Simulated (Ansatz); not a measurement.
**LiMg (P-6m2): the cell at rest**

Wanted: the relaxed cell of LiMg (P-6m2).

Calculated with Ansatz 0.2.0; DFT PBEsol, scalar-relativistic, plane waves, PAW.

**1. Starting point**

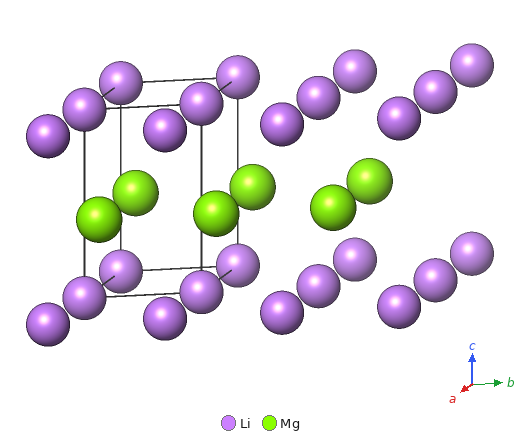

The cell as given, slightly off an axis (lithium purple, magnesium green). 2×3×1 cells are drawn. Some periodic images of atoms are drawn too.

Structure file:

```cif
data_structure
_symmetry_space_group_name_H-M 'P-6m2'
_symmetry_Int_Tables_number 187
_cell_length_a 3.1085
_cell_length_b 3.1085
_cell_length_c 5.0255
_cell_angle_alpha 90.000
_cell_angle_beta 90.000
_cell_angle_gamma 120.000
_cell_volume 42.05
loop_
_atom_site_label
_atom_site_type_symbol
_atom_site_symmetry_multiplicity
_atom_site_Wyckoff_symbol
_atom_site_fract_x
_atom_site_fract_y
_atom_site_fract_z
_atom_site_occupancy
Li1 Li 1 a 0.00000 0.00000 0.00000 1
Mg1 Mg 1 f 0.66667 0.33333 0.50000 1
```

**2. Probe on a coarse mesh**

A quick single point on a coarse mesh tells whether the cell has a gap and how far it is from rest, which sets the k mesh and smearing that follow.

File input.yaml:

```yaml
crystal:
  lattice:
    - [3.1084975175, 0.0, 0.0]
    - [-1.5542487587, 2.6920378177, 0.0]
    - [0.0, 0.0, 5.02546768]
  atoms:
    - { symbol: Li, position: [0.0, 0.0, 0.0] }
    - { symbol: Mg, position: [0.66666667, 0.33333333, 0.5] }
kpoints:
  mp_grid: { grid: [6, 6, 4] }
hamiltonian:
  xc: pbesol
scf:
  occupations: { method: gaussian, width: 0.1 }
output:
  forces: true
  stress: true
  eigenvalues: true
```

On the command line:

```
$ ansatz run input.yaml --threads 4 --pin off --max-ram 7168MiB --backend cpu --events-out ev --progress --plain --runs-dir out
```

Numbers of over 12 decimals in the logs are rounded to 6 here.

What it wrote:

```text
Engine: ansatz 0.2.0, aarch64-unknown-linux-gnu
Pseudopotentials: kind: paw
Pseudopotential: Li, paw, valence charge 3, recommended cutoff 420 eV (normal), Li.paw.azcp
Pseudopotential: Mg, paw, valence charge 10, recommended cutoff 420 eV (normal), Mg.paw.azcp
Functional definition: PBEsol
  exchange = pbesol_x
  correlation = pbesol_c
Crystal: 2 atoms, lattice volume = 42.054 Å³
[...]
--- Band table (eV; the first three rows and the last of 21) ---
  k-point 0: bands = [... 3 lower, -38.9839, -38.9839, -2.2268, 2.7058, 4.7130, 15.0864, 15.0864, 16.8452]
  k-point 1: bands = [... 3 lower, -38.9839, -38.9839, -2.0233, 1.4048, 6.7567, 14.4923, 15.4095, 15.4095]
  k-point 2: bands = [... 3 lower, -38.9839, -38.9839, -1.7432, 0.5498, 9.5000, 11.1496, 16.1930, 16.1930]
  k-point 20: bands = [... 3 lower, -39.0070, -38.9905, 4.2103, 4.7398, 5.2287, 5.7114, 6.2298, 8.3386]
[key lines of the parts left out:]
SCF converged after 6 iterations
Free energy (F): -2115.157277 eV
Fermi energy:    3.580920 eV
P = ⅓ Tr σ = -0.2134 GPa (-2.134 kbar)
```

Run time: 0.93 s. Hardware: 4 threads of Arm Neoverse V1, shared host; peak memory 0.28 GiB; 1.2 s of CPU time.

This step gave:

```
pressure          : -0.2134 GPa
volume per atom   : 21.03 Å³
gap on the k-mesh : 0 eV
```

The coarse mesh shows no gap and a pressure of -0.2 GPa.

**3. Bringing the structure to rest**

Harmonic phonons are second derivatives at a point where the forces vanish, and they are wanted at zero stress, so atoms and cell are relaxed first.

input.yaml, as its differences from that of step 2:

```diff
@@ -9,3 +9,3 @@
 kpoints:
-  mp_grid: { grid: [6, 6, 4] }
+  mp_grid: { grid: [15, 15, 8] }
 hamiltonian:
@@ -18 +18,6 @@
   eigenvalues: true
+relax:
+  adjacent_minimum: "off"
+  f_tol: 0.005
+  max_steps: 80
+  cell: { stress_tol: 0.05 }
```

What it wrote:

```text
[...]
Crystal: 2 atoms, lattice volume = 42.054 Å³
Basis set: ecut = 420 eV, 833 PW (Γ), exchange–correlation on 48×48×72 points (8 copies of the dense FFT grid, shifted against one another)
Bands: 11, of which v1, the nominal top of the filled ones, is band 7 counted from 1 (6 counted from 0)
Symmetry: 12 space group operations
[...]
k-points: 135 of 1800 (time reversal used)
[...]
SCF iter   1: F=—  HF=-2115.105213 eV  |F-HF|=—  |Δ(HF+E_count)|=         —  Δρ=1.77e-3  dr2=6.20e-4  ethr=1.77e-3  ⟨swp⟩=5.0  Hψ=8725  notcnv=0
[...]
SCF iter   6: F=-2115.103831 eV  HF=-2115.103831 eV  |F-HF|=9.92e-8  |Δ(HF+E_count)|=   2.68e-7  Δρ=1.30e-5  dr2=9.19e-8  ethr=7.69e-10  ⟨swp⟩=3.5  Hψ=5623  notcnv=0
SCF 1 converged in 6 iterations: F = -2115.103831 eV  dr2 = 9.19e-8
[...]
relax step   1: F+E_penalty+E_count = -2115.10383051 eV  Δ(F+E_penalty+E_count) = +0.000e0 eV  max|allowed force component| = 5.204e-18 eV/Å  Δτ_max = 0.0000 Å  P = -0.019 GPa  Ω = 42.054 Å³  (6 SCF iters, dr2 threshold 1.00e-7 eV, accepted)
Crystal: 2 atoms, lattice volume = 42.040 Å³
[...]
iter 1 solved again at ethr=5.20e-9 eV; its pass at ethr=3.10e-3 eV (dr2=6.76e-7 eV) is discarded
[...]
SCF iter   4: F=-2115.103866 eV  HF=-2115.103866 eV  |F-HF|=2.36e-11  |Δ(HF+E_count)|=   2.70e-9  Δρ=4.24e-7  dr2=7.11e-11  ethr=1.21e-10  ⟨swp⟩=4.0  Hψ=4060  notcnv=0
SCF 2 converged in 4 iterations: F = -2115.103866 eV  dr2 = 7.11e-11
relax step   2: F+E_penalty+E_count = -2115.10386645 eV  Δ(F+E_penalty+E_count) = -3.594e-5 eV  max|allowed force component| = 8.095e-18 eV/Å  Δτ_max = 0.0000 Å  P = -0.007 GPa  Ω = 42.040 Å³  energy of the carried Pulay correction = +1.299e-7 eV  (4 SCF iters, dr2 threshold 1.58e-8 eV, accepted)
[...]
SCF iter   1: F=—  HF=-2115.103879 eV  |F-HF|=—  |Δ(HF+E_count)|=         —  Δρ=8.36e-7  dr2=1.05e-10  ethr=1.27e-7  ⟨swp⟩=2.7  Hψ=12264  notcnv=0
eigensolver tolerance schedule: the retry pair's looser diagonalisation over-reported the residual by 157375.17 of it (diagonalisation noise at an unbounded share of the residual, at the tolerance the schedule requests for it); recorded, not acted on — ethr = c·dr2/N_el stays at c = 1.0e-1
SCF iter   2: F=—  HF=-2115.103866 eV  |F-HF|=—  |Δ(HF+E_count)|=   1.25e-5  Δρ=3.51e-7  dr2=3.95e-11  ethr=1.00e-12  ⟨swp⟩=3.3  Hψ=3274  notcnv=0
SCF iter   3: F=-2115.103866 eV  HF=-2115.103866 eV  |F-HF|=2.73e-12  |Δ(HF+E_count)|=  3.18e-12  Δρ=1.72e-7  dr2=7.98e-12  ethr=1.00e-12  ⟨swp⟩=6.5  Hψ=6775  notcnv=0
SCF 3 converged in 3 iterations: F = -2115.103866 eV  dr2 = 7.98e-12
relax step   3: F+E_penalty+E_count = -2115.10386633 eV  Δ(F+E_penalty+E_count) = +1.206e-7 eV  max|allowed force component| = 9.252e-18 eV/Å  Δτ_max = 0.0000 Å  P = -0.007 GPa  Ω = 42.040 Å³  stress off target by 2.31e-2 GPa  SCF on the basis re-selected at this cell (its energy is not comparable with the rows above)  (3 SCF iters)
basis re-selected at this cell: Δ(F+E_penalty+E_count) = +1.206e-7 eV, ΔP = +0.000 GPa vs the last step (what re-selecting the basis moved, of the pressure what is left beyond the Pulay correction that the steps carried, after the strain that the cell walked since its last selection, with what the two solves' SCF thresholds leave and, on support functions, any second-order correction that the steps lacked; it is no m [...]
SCF converged after 3 iterations
Free energy (F): -2115.103866 eV
[...]
Internal energy: -2115.097529 eV  (E = F + TS)
E sigma→0 (E₀):  -2115.100698 eV
Entropy (-TS):   -0.006337 eV (-3.169 meV/atom)
Fermi energy:    3.500600 eV
[...]
--- Stress (GPa, compression-positive) ---
       -0.021859      -0.000000       0.000000
       -0.000000      -0.021859       0.000000
        0.000000       0.000000       0.023075
  P = ⅓ Tr σ = -0.0069 GPa (-0.069 kbar)
--- Band table (eV; the first three rows and the last of 135) ---
  k-point 0: bands = [... 3 lower, -38.9204, -38.9204, -2.2075, 2.6967, 4.6899, 15.1124, 15.1124, 16.8941]
  k-point 1: bands = [... 3 lower, -38.9204, -38.9204, -2.1524, 2.1849, 5.3844, 15.1934, 15.1934, 16.4747]
  k-point 2: bands = [... 3 lower, -38.9204, -38.9204, -2.0016, 1.3910, 6.7340, 14.4557, 15.4328, 15.4328]
  k-point 134: bands = [... 3 lower, -38.9437, -38.9393, 4.2477, 4.7824, 5.2102, 5.6917, 6.2624, 8.3389]
--- Relaxed structure (2 steps of the walk, 2 accepted, 1 SCFs on fresh bases) ---
  F+E_penalty+E_count = -2115.10386633 eV   max|allowed force component| = 9.252e-18 eV/Å   (the final SCF, on the basis selected at the relaxed cell)
  cell:  # Å, volume = 42.0397 Å³
    - [3.106017, -2.8844505109665502e-11, 0.0]
    - [-1.553009, 2.689890, 0.0]
    - [0.0, 0.0, 5.031779]
  atoms:
    - { symbol: Li, position: [-9.25185860747469e-18, -1.8503717008154228e-17, 0.0] }
    - { symbol: Mg, position: [0.666667, 0.333333, 0.5] }
```

Run time: 6.3 s. Hardware: 4 threads; peak memory 0.4 GiB; 23 s of CPU time.

The steps of the relaxation:

| step | energy less that of the first step (eV) | largest force component (eV/Å) | pressure (GPa) | volume (Å³) |
| --- | --- | --- | --- | --- |
| 1 | 0.0000 | 0.0000 | -0.02 | 42.05 |
| 2 | 0.0000 | 0.0000 | -0.01 | 42.04 |
| 3* | 0.0000 | 0.0000 | -0.01 | 42.04 |

Relaxation steps marked * repeat the geometry before them on a plane-wave basis chosen anew for their cell, so energy and pressure can jump there.

Forces are held to the 12 operations that the run works with; a distortion that breaks them can't arise in this run.

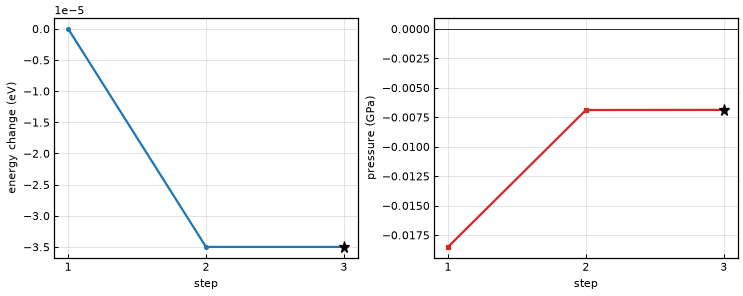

Energy and pressure along the relaxation. Stars mark steps on a basis chosen anew.

```csv
"conventional cell, symmetrised",before,after,change
a (Å),3.108,3.106,-0.1 %
b (Å),3.108,3.106,-0.1 %
c (Å),5.025,5.032,+0.1 %
volume (Å³/atom),21.03,21.02,-0.0 %
```

Final coordinates:

```xyz
2
Lattice="3.1060 0.0000 0.0000 -1.5530 2.6899 0.0000 0.0000 0.0000 5.0318" Properties=species:S:1:pos:R:3 pbc="T T T"
Li    0.0000    0.0000    0.0000
Mg    1.5530    0.8966    2.5159
```

This step gave:

```yaml
pressure: -0.006881 GPa
volume_per_atom: 21.02 Å³
```

In this step the volume went from 21.03 to 21.02 Å³/atom.

**4. Relaxing to small forces for the phonons**

Phonons need a cell at rest on their own settings, so the relaxation is repeated with tight tolerances on forces and stress, using the mesh and the filling of the phonon run that follows.

input.yaml, the sections that differ from step 3:

```yaml
crystal:
  lattice:
    - [3.1060173531, 0.0, 0.0]
    - [-1.5530086765, 2.6898899324, 0.0]
    - [0.0, 0.0, 5.0317791366]
  atoms:
    - { symbol: Li, position: [0.0, 0.0, 0.0] }
    - { symbol: Mg, position: [0.6666666667, 0.3333333333, 0.5] }
scf:
  occupations: { method: methfessel_paxton, width: 0.15 }
relax:
  adjacent_minimum: "off"
  f_tol: 0.001
  max_steps: 60
  cell: { stress_tol: 0.01 }
# kpoints, hamiltonian, output: as in step 3
```

What it wrote:

```text
[...]
Crystal: 2 atoms, lattice volume = 42.040 Å³
Basis set: ecut = 420 eV, 833 PW (Γ), exchange–correlation on 48×48×72 points (8 copies of the dense FFT grid, shifted against one another)
Bands: 11, of which v1, the nominal top of the filled ones, is band 7 counted from 1 (6 counted from 0)
[... 1 set-up line as in the run before ...]
[...]
k-points: 135 of 1800 (time reversal used)
[...]
k-point 134: bands = [... 3 lower, -38.9411, -38.9367, 4.2502, 4.7844, 5.2124, 5.6933, 6.2662, 8.3416]
--- Relaxed structure (2 steps of the walk, 2 accepted, 1 SCFs on fresh bases) ---
[...]
cell:  # Å, volume = 42.0317 Å³
    - [3.105411, -2.886183754299531e-11, 0.0]
    - [-1.552705, 2.689365, 0.0]
    - [0.0, 0.0, 5.032780]
  atoms:
    - { symbol: Li, position: [-2.7755575615628914e-17, 0, 0.0] }
    - { symbol: Mg, position: [0.666667, 0.333333, 0.500000] }
[key lines of the parts left out:]
SCF converged after 5 iterations
Free energy (F): -2115.101201 eV
Fermi energy:    3.501543 eV
P = ⅓ Tr σ = -0.0020 GPa (-0.020 kbar)
```

The job ended after 6.7 s (4 threads; peak memory 0.41 GiB; 22 s of CPU time).

Little changed from the start: no atom moved by 0.005 Å and no cell edge by 0.1 %.

Numbers from this step:

| Property | Result |
| --- | --- |
| pressure | -0.002000 GPa |

The forces vanish by symmetry and the pressure is -0.002 GPa, within the tolerances set. The cell now holds 21.02 Å³/atom.

**5. Summary of results**

```json
{
  "space group after relaxation (within 0.01 Å)": "P-6m2",
  "lattice constant a": "3.105 Å",
  "lattice constant b": "3.105 Å",
  "lattice constant c": "5.033 Å",
  "volume per atom": "21.0 Å³"
}
```

The forces vanish by symmetry and the pressure is -0.002 GPa, within the tolerances set. The cell now holds 21.02 Å³/atom. The relaxation keeps the symmetry of its start, so it says nothing on stability against lower symmetry. The runs are without spin polarisation, although the cell has an odd electron count.

[Logs are printed without paths, hosts, clocks, repeated set-up lines and the standing remarks that a program may print on its own settings, such as how far it seeks lower states.]

[Hosts, paths, dates, database ids (printed as entryN), source tags and the programs' standing remarks are cut or masked in the printed files.]
